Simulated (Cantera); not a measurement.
Charge: 1 mol PbO, a varied amount of CH4, 12 mol H2, held at 2000 °C and 140 Pa.

These are equilibrium values from Cantera (NASA tables, ideal gas, pure condensed phases), not measurements of a reactor. Candidate condensed phases: C, C6H6, C7H8, C8H18, H2O, Pb, PbO, PbO2, Pb3O4; 113 gas species. Kinetics and transport are ignored.

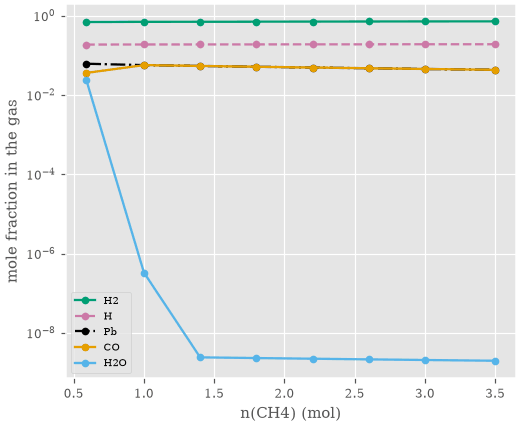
Equilibrium gas composition (values under 1e-9 drawn at 1e-9)

Task: Read off the mole fractions at 2.6 mol CH4.

Result: H2 about 0.71, H about 0.19, Pb about 0.047, CO about 0.047.
